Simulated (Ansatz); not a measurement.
# SnTeS monolayer, Janus under biaxial strain in the plane of the sheet

Wanted: the shifts of the zone-centre modes of SnTeS monolayer, Janus with strain.

Program: Ansatz 0.2.0. Level of theory: DFT PBE, scalar-relativistic, plane waves, PAW; PAW set soft_1. Results are calculated unless marked as measured.

## (1) Starting point

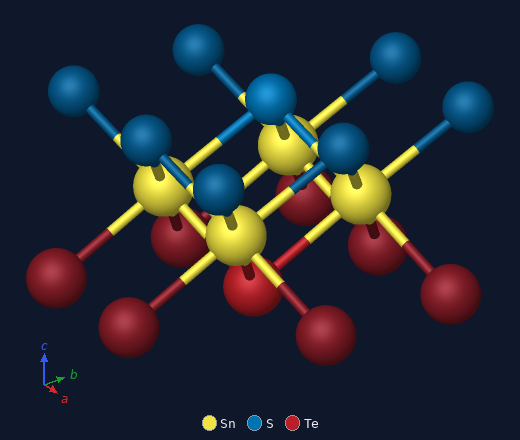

Start, viewed slightly off an axis; tin yellow, sulfur blue, tellurium red. Some periodic images of atoms are drawn too.

The cell holds 3 atoms: 1 Sn, 1 S and 1 Te. Its edges and angles: a = 3.800 Å, b = 3.800 Å, c = 30.000 Å, α = 90.0°, β = 90.0°, γ = 120.0°. Vacuum lies along c. The height across the vacuum is the one that the program set for its solve, not the one typed.

## (2) A rough relaxation first

The start is far from rest, so a relaxation with loose tolerances brings it close first. The program lengthens the typed cell of 20.0 Å along the normal to 30.0 Å, as its cut-off of the electrostatics needs, and moves no atom.

Input file input.yaml:

```yaml
crystal:
  lattice:
    - [3.8, 0.0, 0.0]
    - [-1.9, 3.2909, 0.0]
    - [0.0, 0.0, 20.0]
  atoms:
    - { symbol: Sn, position: [0.0, 0.0, 0.5] }
    - { symbol: S, position: [0.333333, 0.666667, 0.575] }
    - { symbol: Te, position: [0.666667, 0.333333, 0.42] }
  periodic: [true, true, false]
kpoints:
  mp_grid: { grid: [6, 6, 1] }
hamiltonian:
  xc: pbe
  pseudopotentials: { kind: paw, azcp: { folder: soft_1 } }
scf:
  occupations: { method: gaussian, width: 0.1 }
output:
  forces: true
  stress: true
  eigenvalues: true
relax:
  adjacent_minimum: "off"
  f_tol: 0.05
  max_steps: 80
  cell: { stress_2d_tol: 0.02 }
```

The run is started by

```console
> ansatz run input.yaml --threads 8 --pin off --max-ram 16384MiB --backend cpu --events-out ev --progress --plain --runs-dir out
```

Numbers of over 12 decimals in the logs are rounded to 6 here.

What it wrote:

```text
[...]
F+E_penalty+E_count = -13906.84947493 eV   max|allowed force component| = 1.401e-3 eV/Å   (the final SCF, on the basis selected at the relaxed cell)
  cell:  # Å, volume = 393.6040 Å³
    - [3.892277, 0.0, 0]
    - [-1.946139, 3.370811, 0]
    - [0, 0, 30.0]
  atoms:
    - { symbol: Sn, position: [4.308082975672853e-18, 0, 0.337590] }
    - { symbol: S, position: [0.333333, 0.666667, 0.384896] }
    - { symbol: Te, position: [0.666667, 0.333333, 0.274181] }
[key lines of the parts left out:]
SCF converged after 7 iterations
Free energy (F): -13906.849475 eV
Fermi energy:    -5.199987 eV
P = ½ c Tr σ = 0.0047 N/m
```

Wall time 14 s (8 threads of Arm Neoverse N1, shared host); peak memory 0.8 GiB.

The steps of the relaxation:

| step | energy less that of the first step (eV) | largest force component (eV/Å) | volume (Å³) |
| --- | --- | --- | --- |
| 1 | 0.0000 | 2.7855 | 375.16 |
| 2 | -0.4354 | 0.6606 | 381.20 |
| 3 | -0.4672 | 0.2040 | 389.06 |
| 4 | -0.4708 | 0.1074 | 395.63 |
| 5 | -0.4721 | 0.0070 | 393.51 |
| 6 | -0.4721 | 0.0015 | 393.60 |
| 7* | -0.4725 | 0.0014 | 393.60 |

Relaxation steps marked * repeat the geometry before them on a plane-wave basis chosen anew for their cell, so energy and pressure can jump there.

Forces are held to the 6 operations that the run works with; a distortion that breaks them can't arise in this run.

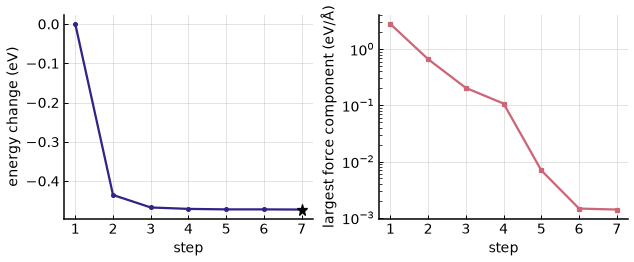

Energy and largest force along the relaxation. Stars mark steps on a basis chosen anew.

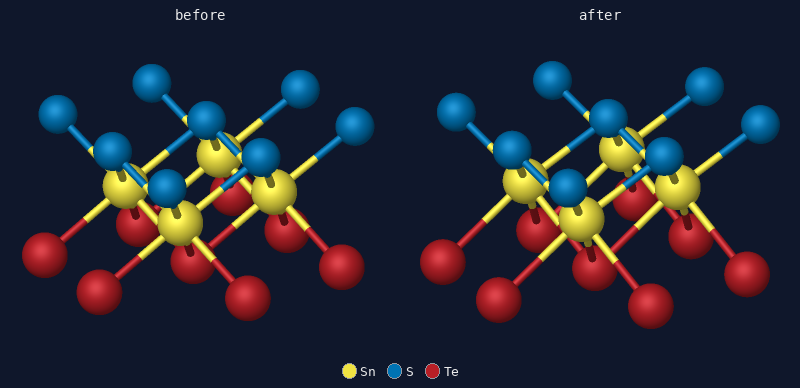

Before and after, at one scale.

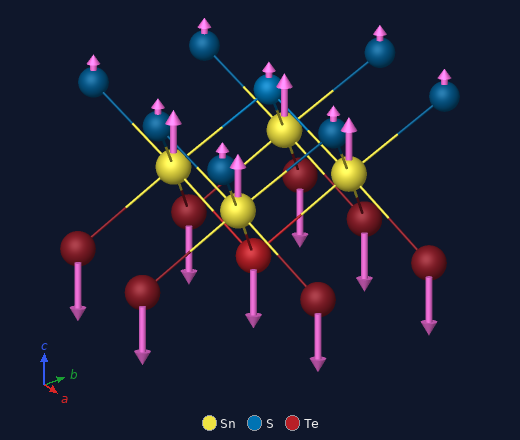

Displacements in the relaxation, exaggerated, measured against the changing cell; the longest in the cell stands for 0.17 Å. Some periodic images of atoms are drawn too.

| cell as run | before | after | change |
| --- | --- | --- | --- |
| a (Å) | 3.800 | 3.892 | +2.4 % |
| b (Å) | 3.800 | 3.892 | +2.4 % |

The atoms that moved most (Å, along periodic axes as changes of fractional coordinates times the final cell, across vacuum about the mean position):

| atom | dx | dy | dz | length |
| --- | --- | --- | --- | --- |
| Te3 | 0.000 | 0.000 | -0.175 | 0.175 |
| Sn1 | 0.000 | 0.000 | 0.128 | 0.128 |
| S2 | 0.000 | 0.000 | 0.047 | 0.047 |

The relaxed structure:

```xyz
3
Lattice="3.8923 0.0000 0.0000 -1.9461 3.3708 0.0000 0.0000 0.0000 30.0000" Properties=species:S:1:pos:R:3
Sn    0.0000    0.0000   10.1277
S     0.0000    2.2472   11.5469
Te    1.9461    1.1236    8.2254
```

This step gave:

| Quantity | Value |
| --- | --- |
| gap on the k-mesh | 0 eV |
| area per atom | 4.373 Å² |

The relaxation ends with a largest force component of 0.0014 eV/Å.

## (3) Relaxation

Harmonic phonons are second derivatives at a point where the forces vanish, and they are wanted at zero stress, so atoms and cell are relaxed first.

input.yaml, the sections that differ from step 2:

```yaml
crystal:
  lattice:
    - [3.892277452, 0.0, 0.0]
    - [-1.946138726, 3.370811152, 0.0]
    - [0.0, 0.0, 30.0]
  atoms:
    - { symbol: Sn, position: [0.0, 0.0, 0.3375899744] }
    - { symbol: S, position: [0.3333333333, 0.6666666667, 0.3848959913] }
    - { symbol: Te, position: [0.6666666667, 0.3333333333, 0.2741807009] }
  periodic: [true, true, false]
kpoints:
  mp_grid: { grid: [12, 12, 1] }
relax:
  adjacent_minimum: "off"
  f_tol: 0.005
  max_steps: 80
  cell: { stress_2d_tol: 0.02 }
# hamiltonian, scf, output: as in step 2
```

What it wrote:

```text
[...]
Crystal: 3 atoms, lattice volume = 393.604 Å³
Basis set: ecut = 420 eV, 7805 PW (Γ), exchange–correlation on 54×54×432 points (8 copies of the dense FFT grid, shifted against one another)
Bands: 22, of which v1, the nominal top of the filled ones, is band 18 counted from 1 (17 counted from 0)
Symmetry: 6 space group operations
[...]
° read free of the cell's end (the report's vacuum.weakly_bound_levels)
--- Relaxed structure (4 steps of the walk, 4 accepted, 1 SCFs on fresh bases) ---
[...]
cell:  # Å, volume = 394.3463 Å³
    - [3.895946, 1.3576070393730655e-19, 0]
    - [-1.947973, 3.373988, 0]
    - [0, 0, 30.0]
  atoms:
    - { symbol: Sn, position: [-1.7882233078314205e-19, 0, 0.337465] }
    - { symbol: S, position: [0.333333, 0.666667, 0.384835] }
    - { symbol: Te, position: [0.666667, 0.333333, 0.274367] }
[key lines of the parts left out:]
SCF converged after 7 iterations
Free energy (F): -13906.845131 eV
Fermi energy:    -5.218345 eV
P = ½ c Tr σ = 0.0016 N/m
```

Elapsed: 24 s, on 8 threads; peak memory 0.94 GiB.

Relaxation path:

| step | energy less that of the first step (eV) | largest force component (eV/Å) | volume (Å³) |
| --- | --- | --- | --- |
| 1 | 0.0000 | 0.0496 | 393.60 |
| 2 | -0.0002 | 0.0193 | 394.06 |
| 3 | -0.0002 | 0.0081 | 394.35 |
| 4 | -0.0002 | 0.0010 | 394.35 |
| 5* | -0.0002 | 0.0010 | 394.35 |

Relaxation steps marked * repeat the geometry before them on a plane-wave basis chosen anew for their cell, so energy and pressure can jump there.

The run keeps the 6 symmetry operations that it works with, so distortions that break them were not tested.

| cell as run | before | after | change |
| --- | --- | --- | --- |
| a (Å) | 3.892 | 3.896 | +0.1 % |
| b (Å) | 3.892 | 3.896 | +0.1 % |

The relaxed structure:

```xyz
3
Lattice="3.8959 0.0000 0.0000 -1.9480 3.3740 0.0000 0.0000 0.0000 30.0000" Properties=species:S:1:pos:R:3
Sn    0.0000    0.0000   10.1239
S     0.0000    2.2493   11.5450
Te    1.9480    1.1247    8.2310
```

This step gave:

```yaml
area_per_atom: 4.382 Å²
```

The cell grew by 0.1 % in its periodic edges. From the first step to the last the energy fell by 0.000 eV, across changes of basis, and the largest move was 0.006 Å (Te3).

## (4) Tight relaxation

Phonons need small forces and stress, so the relaxation is finished with tight tolerances on 12×12×1 k points.

Input file input.yaml:

```yaml
crystal:
  lattice:
    - [3.8959459231, 0.0, 0.0]
    - [-1.9479729616, 3.3739881412, 0.0]
    - [0.0, 0.0, 30.0]
  atoms:
    - { symbol: Sn, position: [0.0, 0.0, 0.3374645895] }
    - { symbol: S, position: [0.3333333333, 0.6666666667, 0.3848346107] }
    - { symbol: Te, position: [0.6666666667, 0.3333333333, 0.2743674664] }
  periodic: [true, true, false]
kpoints:
  mp_grid: { grid: [12, 12, 1] }
hamiltonian:
  xc: pbe
  pseudopotentials: { kind: paw, azcp: { folder: soft_1 } }
scf:
  occupations: { method: methfessel_paxton, width: 0.2 }
output:
  forces: true
  stress: true
  eigenvalues: true
  write_density: true
  write_potential: true
  elf: true
  volumetric_format: npy
relax:
  adjacent_minimum: "off"
  f_tol: 0.001
  max_steps: 60
  cell: { stress_2d_tol: 0.002 }
```

What it wrote:

```text
[...]
Crystal: 3 atoms, lattice volume = 394.346 Å³
Basis set: ecut = 420 eV, 7805 PW (Γ), exchange–correlation on 54×54×432 points (8 copies of the dense FFT grid, shifted against one another)
Bands: 22, of which v1, the nominal top of the filled ones, is band 18 counted from 1 (17 counted from 0)
Symmetry: 6 space group operations
[...]
° read free of the cell's end (the report's vacuum.weakly_bound_levels)
--- Relaxed structure (4 steps of the walk, 3 accepted, 1 SCFs on fresh bases) ---
[...]
cell:  # Å, volume = 394.1733 Å³
    - [3.895091, 2.8861146611288273e-11, 0]
    - [-1.947546, 3.373248, 0]
    - [0, 0, 30.0]
  atoms:
    - { symbol: Sn, position: [0, 0, 0.337484] }
    - { symbol: S, position: [0.333333, 0.666667, 0.384855] }
    - { symbol: Te, position: [0.666667, 0.333333, 0.274328] }
[key lines of the parts left out:]
SCF converged after 11 iterations
Free energy (F): -13906.842008 eV
Fermi energy:    -5.213771 eV
P = ½ c Tr σ = -0.0010 N/m
```

The job ended after 27 s (8 threads; peak memory 0.95 GiB; 3.3 min of CPU time).

Little changed from the start: no atom moved by 0.005 Å and no cell edge by 0.1 %.

Numbers from this step:

* area per atom: 4.38 Å²

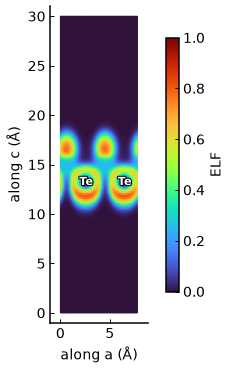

ELF in the ac plane at fractional y = 0.333, with atoms of Te within 0.2 Å of it. It is the smooth field of the valence electrons, not physical close to the nuclei.

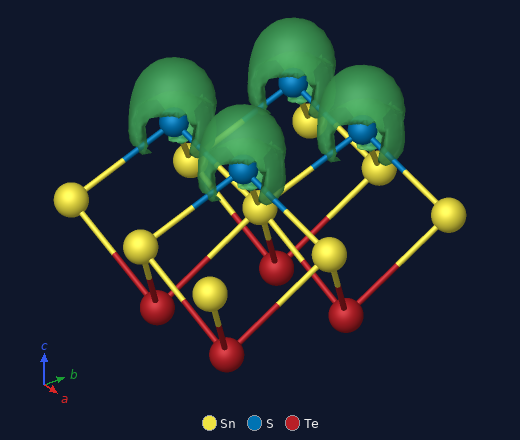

Surface of ELF = 0.85. 2×2×1 cells are drawn.

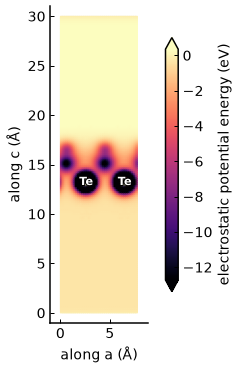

Electrostatic potential energy in the ac plane at fractional y = 0.333, with atoms of Te within 0.2 Å of it. With pseudopotentials it is smooth inside the atoms' cores, unlike the true potential.

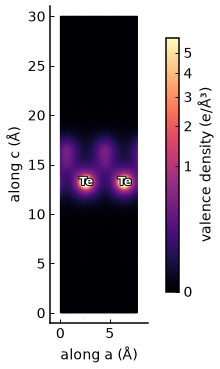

Valence density in the ac plane at fractional y = 0.333, with atoms of Te within 0.2 Å of it. It is the smooth field of the valence electrons, not physical close to the nuclei. The colour scale is stretched toward low values.

The largest force component left is 0.21 meV/Å, within the tolerances set.

## (5) Modes at rest

The force constants come from the linear response of the density to a displacement.

The modes at rest are the reference of the series.

input.yaml, the sections that differ from step 4:

```yaml
crystal:
  lattice:
    - [3.8950912418, 0.0, 0.0]
    - [-1.9475456209, 3.3732479654, 0.0]
    - [0.0, 0.0, 30.0]
  atoms:
    - { symbol: Sn, position: [0.0, 0.0, 0.3374835648] }
    - { symbol: S, position: [0.3333333333, 0.6666666667, 0.3848550529] }
    - { symbol: Te, position: [0.6666666667, 0.3333333333, 0.2743280489] }
  periodic: [true, true, false]
output:
  eigenvalues: true
phonons:
  method: dfpt
# kpoints, hamiltonian, scf: as in step 4
# relax: removed
```

What it wrote:

```text
[...]
Crystal: 3 atoms, lattice volume = 394.173 Å³
Basis set: ecut = 420 eV, 7805 PW (Γ), exchange–correlation on 54×54×432 points (8 copies of the dense FFT grid, shifted against one another)
Bands: 22, of which v1, the nominal top of the filled ones, is band 18 counted from 1 (17 counted from 0)
Symmetry: 6 space group operations
k-points: 43 of 144 (irreducible under 2 space group operations, time reversal used)
[...]
SCF iter   1: F=—  HF=-13907.177712 eV  |F-HF|=—  |Δ(HF+E_count)|=         —  Δρ=1.37e-2  dr2=1.63e0  ethr=3.10e-3  ⟨swp⟩=14.3  Hψ=7767  notcnv=0
[...]
SCF iter  11: F=-13906.842008 eV  HF=-13906.842008 eV  |F-HF|=3.82e-10  |Δ(HF+E_count)|=   3.31e-9  S|Δr|=    0.00e0  Δρ=3.60e-8  dr2=4.05e-12  ethr=1.00e-12  ⟨swp⟩=14.8  Hψ=7616  notcnv=0
SCF 1 converged in 11 iterations: F = -13906.842008 eV  dr2 = 4.05e-12
[...]
DFPT response loops at Γ: preconditioner auto → none (partly filled bands, converged f_vac=0.758); β = 0.50; Broyden in place of MSR1
SCF converged after 11 iterations
[...]
Free energy (F): -13906.842008 eV
[...]
Internal energy: -13906.841255 eV  (E = F + TS)
E sigma→0 (E₀):  -13906.841820 eV
Entropy (-TS):   -0.000753 eV (-0.251 meV/atom)
Fermi energy:    -5.213771 eV
[...]
--- Band table (eV; the first three rows and the last of 43) ---
  k-point 0: bands = [... 14 lower, -7.0868, -7.0868, -4.9969, -4.9969, -4.7647, -2.2909, -1.5733, -1.5733]
  k-point 1: bands = [... 14 lower, -7.1856, -7.1057, -5.6191, -5.0794, -4.4060, -2.0465 (-2.0465°), -1.5838, -1.4212]
  k-point 2: bands = [... 14 lower, -7.4348, -7.0602, -6.6021, -5.2809, -4.0995, -2.2268, -1.0755, -1.0020]
  k-point 42: bands = [... 14 lower, -9.1383, -8.2495, -7.1454, -6.4290, -4.3902, -1.5244, -0.8286, -0.3795]
  ° read free of the cell's end (the report's vacuum.weakly_bound_levels)
--- Phonons (Γ-DFPT): 6 representative perturbations + reference, on 43 of 144 k-points (Σ response iterations 27) ---
  k mesh reduced under 2 symmetry operations, with k and −k counted as one. Each operation leaves every solved perturbation unchanged. A smaller set is not used because it would not reduce the number of displacements times k-points to solve
  ASR residual: 4.974e-5 → 0.000e0 eV/Å²; symmetrization residual: 1.481e-5 eV/Å²
  ASR residual per site (eV/Å²): 3.19e-5 4.97e-5 2.61e-5
  Γ frequencies (cm⁻¹): 0.00 0.00 0.00 83.95 83.95 136.01 158.83 158.83 284.59
  non-analytic LO–TO correction: not included (Born effective charges unavailable; polar crystals: no LO–TO splitting at Γ)
```

The job ended after 89 s (8 threads; peak memory 1.9 GiB).

This step gave:

```yaml
sum_rule_residual_before_enforcement: 4.97e-5 eV/Å²
point_group: 3m
highest_optical_mode_at_the_zone_centre_no_lo_to_term: 284.6 cm⁻¹
lowest_optical_zone_centre_mode: 83.95 cm⁻¹
```

Patterns of degenerate modes are one choice out of their space. The modes at Γ (shares of kinetic energy by element, %):

| mode | frequency (cm⁻¹) | symmetry | Sn % | S % | Te % |
| --- | --- | --- | --- | --- | --- |
| 1 | 0.0 | acoustic | 43 | 12 | 46 |
| 2 | 0.0 | acoustic | 43 | 12 | 46 |
| 3 | 0.0 | acoustic | 43 | 12 | 46 |
| 4 | 84.0 | E | 38 | 8 | 54 |
| 5 | 84.0 | E | 38 | 8 | 54 |
| 6 | 136.0 | A1 | 36 | 10 | 54 |
| 7 | 158.8 | E | 20 | 80 | 0 |
| 8 | 158.8 | E | 20 | 80 | 0 |
| 9 | 284.6 | A1 | 21 | 79 | 0 |

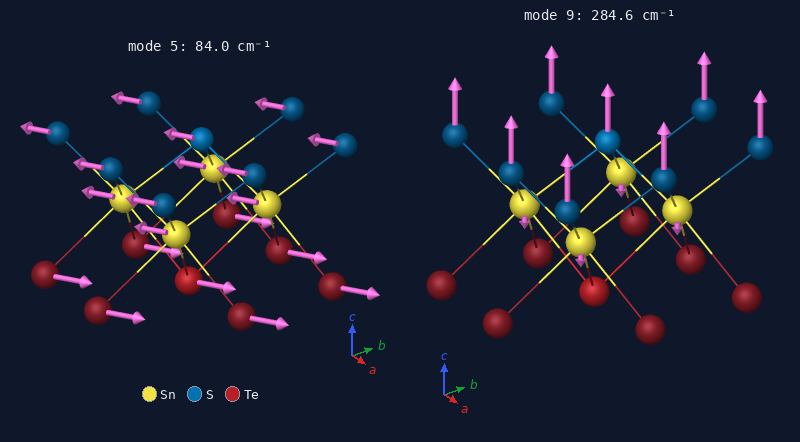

Displacement patterns of modes 5 and 9 at Γ; arrows are exaggerated. Some periodic images of atoms are drawn too.

Before it was imposed, the acoustic sum rule was missed by 5.0e-5 eV/Å². Small misses are needed for a sound result but don't prove that mesh and cutoff are converged. The lowest optical mode is real, 84.0 cm⁻¹.

## (6) Relaxation of a member: biaxial strain of +5 % in the plane of the sheet

The cell takes a biaxial strain of +5 % in the plane of the sheet. The cell is held, and the atoms relax in it.

input.yaml, the sections that differ from step 5:

```yaml
crystal:
  lattice:
    - [4.0898458039, 0.0, 0.0]
    - [-2.0449229019, 3.5419103638, 0.0]
    - [0.0, 0.0, 30.0]
  atoms:
    - { symbol: Sn, position: [0.0, 0.0, 0.3367611714] }
    - { symbol: S, position: [0.3333333333, 0.6666666667, 0.3828900084] }
    - { symbol: Te, position: [0.6666666667, 0.3333333333, 0.2770154869] }
  periodic: [true, true, false]
output:
  forces: true
  stress: true
  eigenvalues: true
relax:
  adjacent_minimum: "off"
  f_tol: 0.001
  max_steps: 60
# kpoints, hamiltonian, scf: as in step 5
# phonons: removed
```

What it wrote:

```text
[...]
--- Relaxed structure (5 steps of the walk, 4 accepted, 0 SCFs on fresh bases) ---
  F+E_penalty+E_count = -13906.73619481 eV   max|allowed force component| = 4.890e-5 eV/Å
  cell:  # Å, volume = 434.5760 Å³
    - [4.089846, -2.886753220641497e-11, 0.0]
    - [-2.044923, 3.541910, 0.0]
    - [0.0, 0.0, 30.0]
  atoms:
    - { symbol: Sn, position: [0, 0, 0.336634] }
    - { symbol: S, position: [0.333333, 0.666667, 0.382385] }
    - { symbol: Te, position: [0.666667, 0.333333, 0.277647] }
[key lines of the parts left out:]
SCF converged after 4 iterations
Free energy (F): -13906.736195 eV
Fermi energy:    -5.642159 eV
P = ½ c Tr σ = -2.3058 N/m
```

Run time: 23 s. Hardware: 8 threads; peak memory 1 GiB.

The steps of the relaxation:

| step | energy less that of the first step (eV) | largest force component (eV/Å) |
| --- | --- | --- |
| 1 | 0.0000 | 0.1213 |
| 2 | 0.0004 | 0.1417 |
| 3 | -0.0019 | 0.0120 |
| 4 | -0.0019 | 0.0014 |
| 5 | -0.0019 | 0.0000 |

Relaxation step 2 was tried and not accepted.

The run keeps the 6 symmetry operations that it works with, so distortions that break them were not tested.

The atoms that moved most (Å):

| atom | dx | dy | dz | length |
| --- | --- | --- | --- | --- |
| Te3 | 0.000 | 0.000 | 0.019 | 0.019 |
| S2 | 0.000 | 0.000 | -0.015 | 0.015 |

Final coordinates:

```xyz
3
Lattice="4.0898 0.0000 0.0000 -2.0449 3.5419 0.0000 0.0000 0.0000 30.0000" Properties=species:S:1:pos:R:3
Sn    0.0000    0.0000   10.0990
S     0.0000    2.3613   11.4716
Te    2.0449    1.1806    8.3294
```

Numbers from this step:

| Item | Value |
| --- | --- |
| gap on the k-mesh | 0.09152 eV |
| area per atom | 4.829 Å² |

The largest force component left is 0.048 meV/Å.

(Part 1 of 2 ends here.)

[Logs are printed without paths, hosts, clocks, repeated set-up lines and the standing remarks that a program may print on its own settings, such as how far it seeks lower states.]

[Hosts, paths, dates, database ids (printed as entryN), source tags and the programs' standing remarks are cut or masked in the printed files.]
